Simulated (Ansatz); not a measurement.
# C₂H₆MgO (SMILES C[CH2][Mg][OH]): what the fields show

```xyz
10

C    -1.3419    0.7595    0.3687
C    -0.4142   -0.4289    0.6298
Mg    1.3237   -0.5312   -0.5282
O     2.7928   -0.6237   -1.5019
H    -1.7034    0.7800   -0.6639
H    -2.2303    0.7457    1.0118
H    -0.8430    1.7173    0.5447
H    -0.1127   -0.4372    1.6846
H    -0.9657   -1.3664    0.4865
H     3.5779   -0.6665   -2.0291
```

Geometry: PBE0-D4/def2-TZVP.

Level of theory: RKS PBE0-D4/def2-TZVPP in Ansatz.

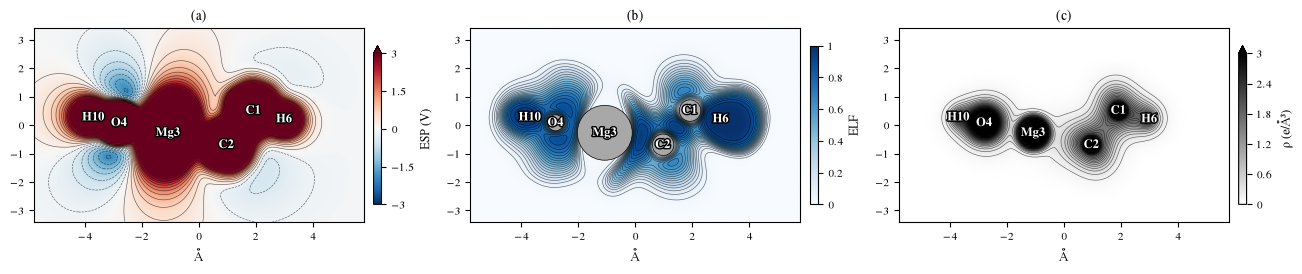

Figure 1. (a) molecular electrostatic potential; (b) ELF; (c) electron density on the plane of atoms C1, C2 and Mg3. Grey discs cover the atomic cores in the ELF map.

### Describe what can be read from this map.

The plane passes through C, Mg, O and H nuclei. C–C (1.53 Å): ρ at the midpoint is about 1.6 e/Å³; the ELF peaks at about 0.95 between the atoms: a shared electron pair. Mg–O (1.76 Å): ρ at the midpoint is about 0.61 e/Å³; the ELF peaks at about 0.85 in the valence shell of O, 0.6 Å from its nucleus, and is about 0.20 at the midpoint; a closed-shell, largely ionic contact. C–Mg (2.09 Å): the density is about 0.49 e/Å³ at the midpoint; the ELF peaks at about 0.95 in the valence shell of C, 0.8 Å from its nucleus, and is about 0.80 at the midpoint. O–H (0.95 Å): ρ at the midpoint is about 3.9 e/Å³; the ELF climbs to about 1 towards the hydrogen, as it does in any bond to H (an ordinary covalent bond to hydrogen). C–H (1.10 Å): the density is about 2 e/Å³ at the midpoint; the ELF climbs to about 1 towards the hydrogen: an ordinary covalent bond to hydrogen. Outside the dense part of the molecule the potential is most negative (−1.9 V) near O4.

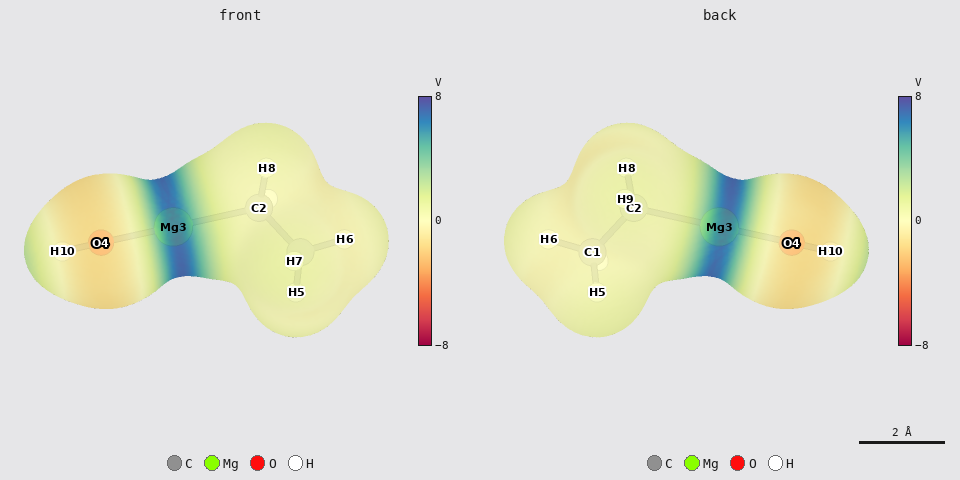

Figure 2. The molecular electrostatic potential painted on the density surface at 0.004 e/bohr³, seen from the front and from behind; red is negative and blue positive.

### Where is the surface potential most negative and most positive?

The most negative region (about −1.5 V) lies over O4, the most positive (about +7.1 V) over Mg3. O4 is the likeliest acceptor of a hydrogen bond.

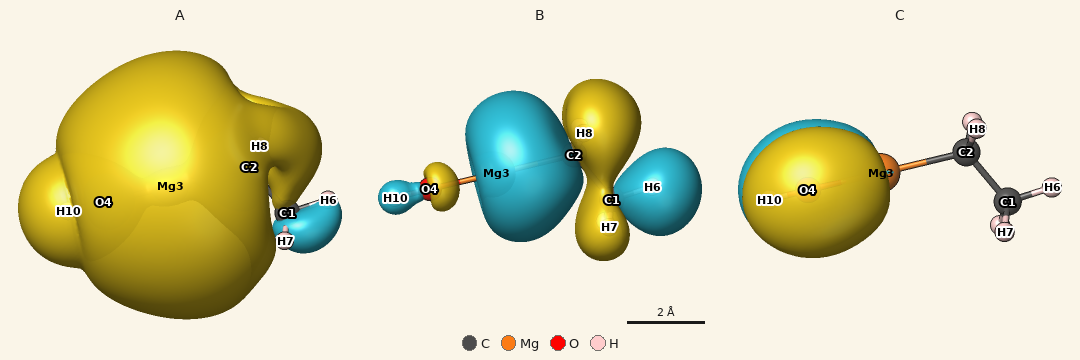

Figure 3. Three frontier orbitals at ±0.04 Å⁻³ᐟ² (yellow and cyan are the two phases), in no order.

### Order the three orbitals by energy and name them.

C is the HOMO−1 (−7.77 eV). It lies mainly on O4 (about 85 %) and H10 (about 5 %); largely a lone pair of O4. B is the HOMO (−6.65 eV). By Hirshfeld shares it lies mainly on C2 (about 50 %), Mg3 (about 20 %), C1 (about 10 %) and H6 (about 5 %). A is the LUMO (−0.71 eV). By Hirshfeld shares it lies mainly on Mg3 (about 65 %) and C2 (about 10 %).

### What is the HOMO–LUMO gap?

5.94 eV between the orbital energies.

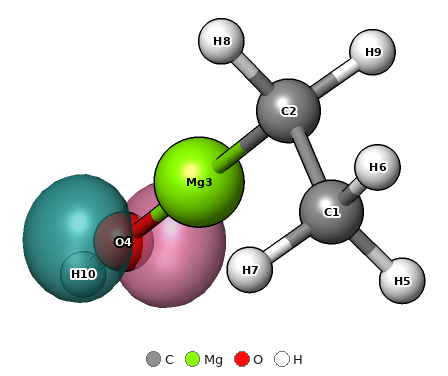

Figure 4. The HOMO−1 at ±0.3 Å⁻³ᐟ² (teal and pink are the two phases), seen at an oblique angle.

### What is the character of this orbital?

Its weight (Hirshfeld) is mainly on O4 (about 85 %) and H10 (about 5 %); largely a lone pair of O4. Its energy is −7.77 eV.
